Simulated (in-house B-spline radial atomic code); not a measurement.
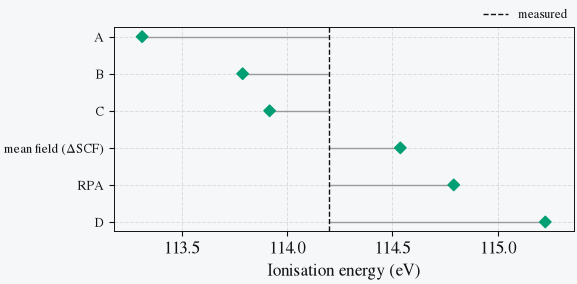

The ionisation energy of Cl⁶⁺ ([Ne] 3s → [He] 2s² 2p⁶) by several methods, in rising order. All-electron spherical atom, non-relativistic, LDA VWN5 start, no spin-orbit coupling, Breit or QED terms; computed with a B-spline radial code. Differences of total energies, each species on its own start, beside the G₀W₀ level. The lettered entries are G₀W₀, RPA + SOSEX, exact exchange only and second order in some order.

Which letter is which method?

A is exact exchange only (113.31 eV); B is RPA + SOSEX (113.79 eV); C is second order (113.92 eV); D is G₀W₀ (115.23 eV). The values run from 113.31 eV (exact exchange only) to 115.23 eV (G₀W₀). The measured value is 114.20 eV; nearest to it come second order (−0.28) and mean field (ΔSCF) (+0.34), furthest G₀W₀ (+1.02 eV).
